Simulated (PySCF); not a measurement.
SMILES [SiH3]O[SiH2][SiH2][SeH] at its GFN2-xTB optimised geometry (Å):

```
13

Si     2.7864    -1.0587     0.0530
O      1.2458    -0.5515     0.0000
Si    -0.3714    -0.5515     0.0000
Si    -0.8577     1.7059     0.0000
Se    -3.1419     2.0444     0.0806
H      2.8002    -2.5069    -0.1333
H      3.4413    -0.3467    -1.0394
H      3.2763    -0.6692     1.3718
H     -0.8192    -1.2804     1.1950
H     -0.8073    -1.3028    -1.1812
H     -0.5394     2.4643    -1.2137
H     -0.3293     2.5069     1.1139
H     -3.4413     1.0482     1.0660
```

Computed with CAM-B3LYP/def2-TZVP in PySCF.

Map of the deformation density (molecule minus spherical neutral atoms) (e/bohr³) on the plane z = 1.2 Å:

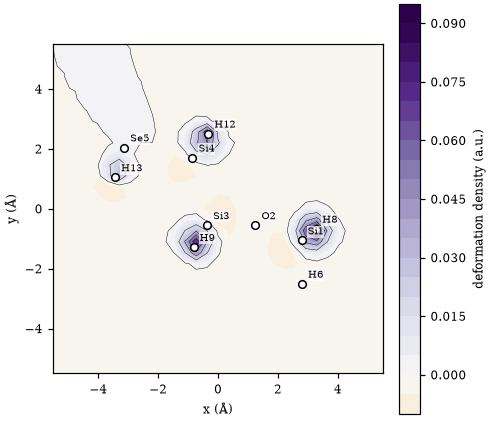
*Deformation density (molecule minus spherical neutral atoms) (e/bohr³) on the plane z = 1.2 Å.*
